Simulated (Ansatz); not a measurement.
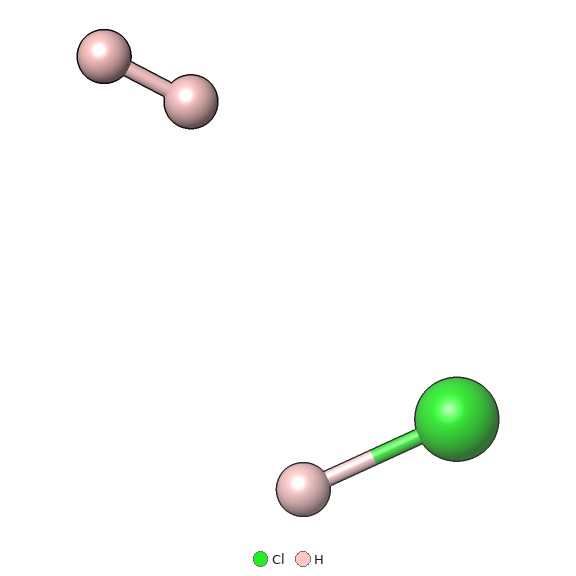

All atoms lie in one plane, which faces the viewer. The geometry was computed by an optimisation with PBE0-D4/def2-TZVP. No frequency run is at hand to confirm it as a minimum.

Which symmetry elements does this geometry have?

Answer. It has 1 mirror plane, so the point group is Cs. The group has 2 operations. The geometry is achiral, and symmetry allows a dipole moment.
